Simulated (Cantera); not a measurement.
Input: 1 mol Cu₂O, 0.71 mol CH₄, 0.64 mol CO, 3.8 mol C, at 1877 °C.

These are equilibrium values from Cantera (NASA tables, ideal gas, pure condensed phases), not measurements of a reactor. Candidate condensed phases: C, C₆H₆, C₇H₈, C₈H₁₈, Cu, CuO, Cu(OH)₂, Cu₂O, H₂O; 113 gas species. The numbers say what is thermodynamically allowed, not how fast it happens.

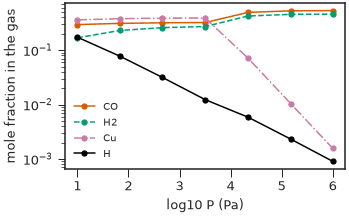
*Equilibrium gas composition (values under 1e-9 drawn at 1e-9)*

From 10.0 Pa to 32.0 mbar the condensed part is C(graphite). From 0.220 bar to 10.0 bar the condensed part is C(graphite) + Cu(l). The main Cu-bearing gas is Cu throughout.
